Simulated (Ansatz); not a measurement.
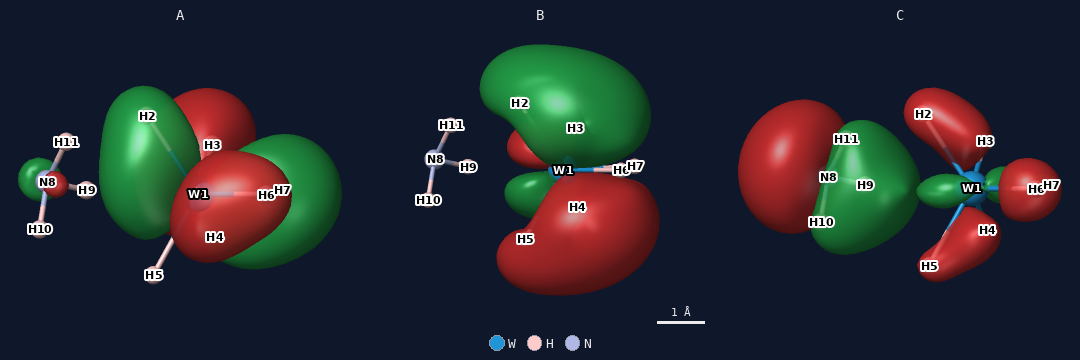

Figure. H6W···NH3. Three frontier orbitals at ±0.08 Å⁻³ᐟ² (green and red are the two phases), in no order.

Core potentials replace the inner electrons of W; not at a stationary point (largest force 0.9 eV/Å).

Level of theory: RKS PBE0/def2-SVP (Ansatz 0.2.0).

```yaml
atoms:
  - { symbol: W, position_ang: [-0.1236, -0.2591, 0.1340] }
  - { symbol: H, position_ang: [0.7120, -0.4596, 1.6187] }
  - { symbol: H, position_ang: [1.5203, -0.3705, -0.0566] }
  - { symbol: H, position_ang: [0.5950, 0.6389, -1.0605] }
  - { symbol: H, position_ang: [-0.8815, 1.2398, -0.1444] }
  - { symbol: H, position_ang: [-1.0646, -1.6002, -0.3439] }
  - { symbol: H, position_ang: [0.4712, -1.0573, -1.1896] }
  - { symbol: N, position_ang: [1.3571, 2.2280, 1.6539] }
  - { symbol: H, position_ang: [1.8650, 2.1470, 0.7730] }
  - { symbol: H, position_ang: [0.4353, 2.6165, 1.4582] }
  - { symbol: H, position_ang: [1.2538, 1.2730, 2.0502] }
```

Which picture is the HOMO−1, the HOMO and the LUMO?

A is the HOMO−1 (−8.48 eV). It lies mainly on W1 (about 55 %), H7 (about 15 %) and H3 (about 15 %). C is the HOMO (−7.80 eV). By Hirshfeld shares it lies mainly on N8 (about 70 %) and W1 (about 10 %); largely a lone pair of N8. B is the LUMO (−2.34 eV). By Hirshfeld shares it lies mainly on W1 (about 70 %), H2 (about 10 %), H5 (about 5 %) and H6 (about 5 %).

What is the HOMO–LUMO gap?

5.46 eV between the orbital energies.
